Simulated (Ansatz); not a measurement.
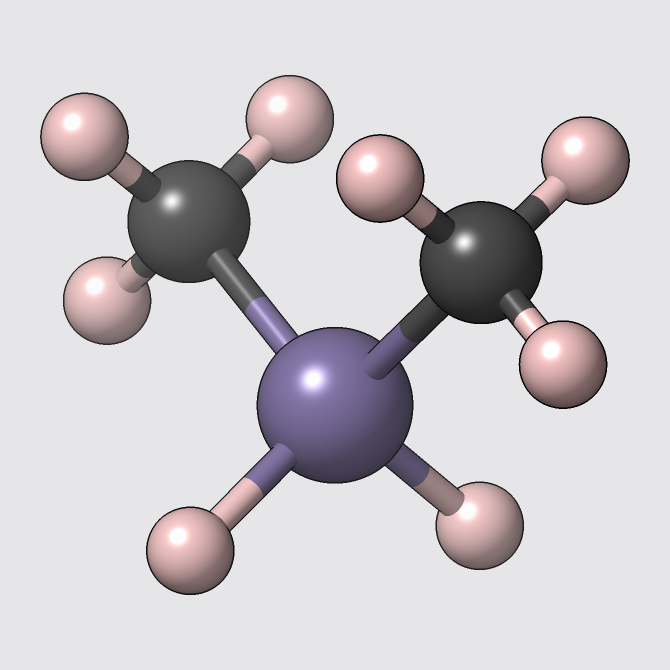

Ball-and-stick drawing of a structure. Colours: carbon dark grey, germanium purple, hydrogen pink.

Question: Count the atoms of each element.

Answer: C2H8Ge, 11 atoms: 2 carbon, 8 hydrogen and 1 germanium.

Question: How many sets of symmetry-equivalent atoms are there?

Answer: 5: 2 C, 1 Ge, 2 H, 4 H, 2 H.

More results for the same structure follow; atom numbers are the same in all pictures, views and colours differ. Computed geometry: PBE0-D4/def2-TZVP optimisation.

### Shape

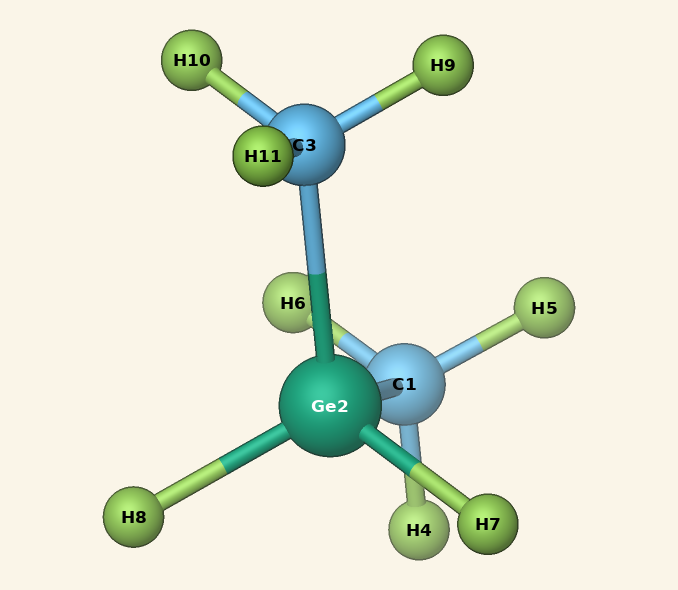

C1 lies behind Ge2. The molecule seen a little off the Ge2–C1 bond, Ge2 in front. Atoms fade into the background with distance from the viewer.

Question: What is the torsion angle C3–Ge2–C1–H4? The sign is positive where the front bond must turn clockwise to cover the back bond.

Answer: 180°, antiperiplanar (anti). The bonds about Ge2–C1 are staggered.

### Electronic properties

Method: RKS BHLYP-D4/def2-TZVPP (Ansatz 0.2.0).

Predict the main results.

- HOMO energy (Kohn–Sham orbital): −9.66 eV
- LUMO energy (Kohn–Sham orbital): 1.71 eV
- HOMO–LUMO gap: 11.37 eV
- dispersion correction: −20.2 kJ/mol

### Charges

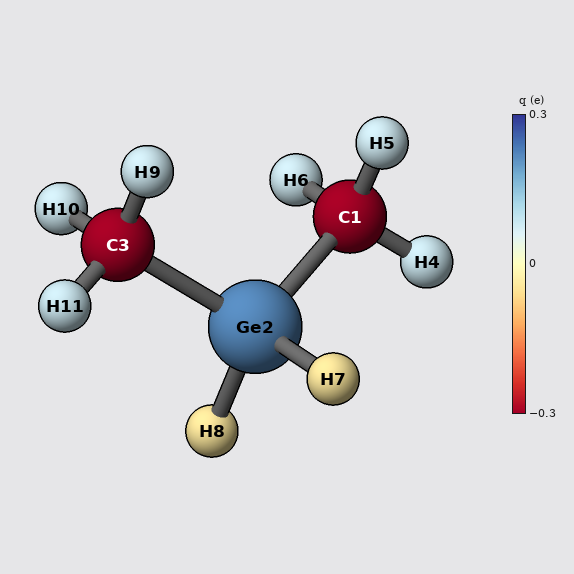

Atoms are coloured by their Mulliken charges. Level of theory: RKS r2SCAN-D4/def2-TZVPP (Ansatz 0.2.0).

Question: Which atom carries the highest charge (most positive or least negative)?

Answer: Ge2 (0.22 e).

Question: And the lowest?

Answer: C1, C3 (−0.30 e).

Give the Mulliken charges atom by atom.

```tsv
atom	value (e)
C1	−0.30
Ge2	0.22
C3	−0.30
H4	0.08
H5	0.08
H6	0.08
H7	−0.04
H8	−0.04
H9	0.08
H10	0.08
H11	0.08
```

### Dipole moment

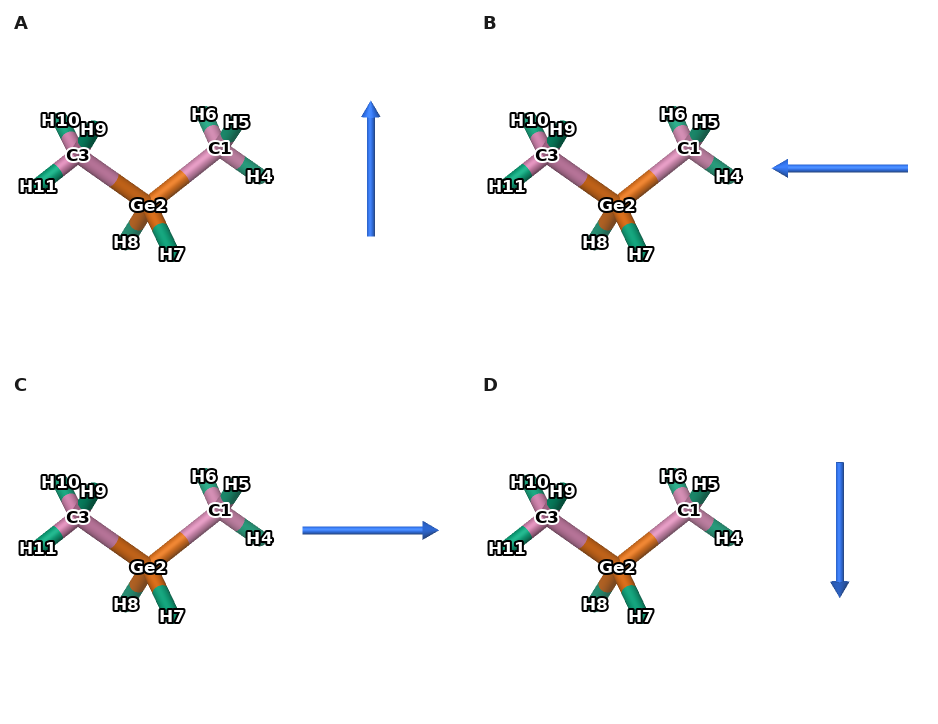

The same molecule four times, each with an arrow. Properties computed with RKS PBE0-D4/def2-TZVP (Ansatz 0.2.0).

Question: Which arrow points along the dipole moment, from the negative to the positive end?

Answer: A. The dipole moment is 0.71 D; it points from the side of H7, H8 to the side of H5, H6, H9, H10 (the outermost atoms at the two ends).

Mulliken values depend strongly on the basis set and can even reverse the polarity of a bond.
